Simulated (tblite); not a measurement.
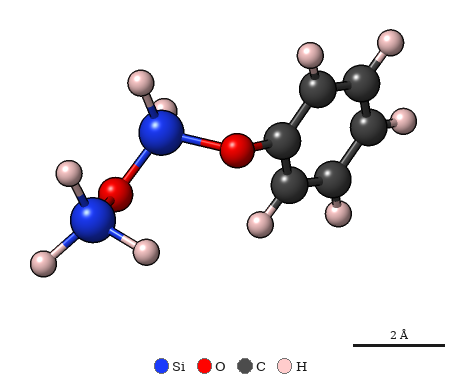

C$_{6}$H$_{10}$O$_{2}$Si$_{2}$, before the relaxation. A ball-and-stick model, seen at a tilt.

These are results of tblite 0.8.0, GFN2-xTB geometry optimisation, gas phase, not measurements.

```xyz
20

Si    4.0539   -0.0680   -0.9037
O     2.9071   -0.4427    0.2787
Si    1.6612    0.6900    0.4696
O     0.4295    0.5698   -0.7866
C    -0.8709    0.1963   -0.4048
C    -1.1122   -1.1437   -0.2403
C    -2.3481   -1.5903    0.1166
C    -3.3449   -0.6325    0.3021
C    -3.0928    0.7142    0.1192
C    -1.8467    1.1597   -0.2385
H     4.5780    1.2807   -0.8183
H     3.3991   -0.3556   -2.2049
H     5.2049   -0.9650   -0.7354
H     0.9725    0.3010    1.7217
H     2.1018    2.0884    0.5580
H    -0.3125   -1.8666   -0.3696
H    -2.5460   -2.6476    0.2641
H    -4.3344   -0.9437    0.5764
H    -3.9025    1.4486    0.2697
H    -1.6021    2.2175   -0.3865
```

Q: Where does the relaxation end?

A: After 200 geometry steps the energy has fallen by 94.2 kJ/mol. The largest move after the best rigid fit is that of H15, 1.62 Å. Largest moves by element: H 1.62 Å, O 1.37 Å, C 0.79 Å, Si 0.71 Å. Some distances before and after: Si1–Si3 2.861 → 3.196 Å, Si3–O4 1.763 → 1.622 Å, O2–Si3 1.695 → 1.606 Å, Si1–O2 1.689 → 1.618 Å. Bond angles that change, for instance: Si1–O2–Si3 115.4° → 165.0°, Si3–O4–C5 118.1° → 133.1°, O2–Si1–H11 114.2° → 104.0°. Groups turn about O4–C5 by about 100°, Si3–O4 by about 60°.

Final geometry:

```xyz
20

Si    4.2750   -0.1130   -0.7910
O     2.9909    0.7683   -0.3524
Si    1.5299    1.2688    0.0877
O     0.5461    0.0163   -0.2218
C    -0.7816   -0.1695   -0.0765
C    -1.3187   -1.3977   -0.4537
C    -2.6745   -1.6311   -0.3213
C    -3.5082   -0.6471    0.1836
C    -2.9750    0.5746    0.5574
C    -1.6189    0.8162    0.4309
H     5.3404    0.8737   -0.9547
H     3.9588   -0.7975   -2.0429
H     4.5573   -1.0633    0.2835
H     1.5813    1.5576    1.5179
H     1.2109    2.4159   -0.7559
H    -0.6591   -2.1555   -0.8477
H    -3.0810   -2.5882   -0.6131
H    -4.5671   -0.8306    0.2850
H    -3.6182    1.3480    0.9510
H    -1.1932    1.7644    0.7215
```

After the run, drawn alike:

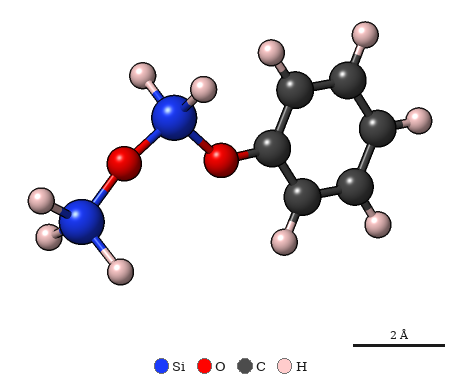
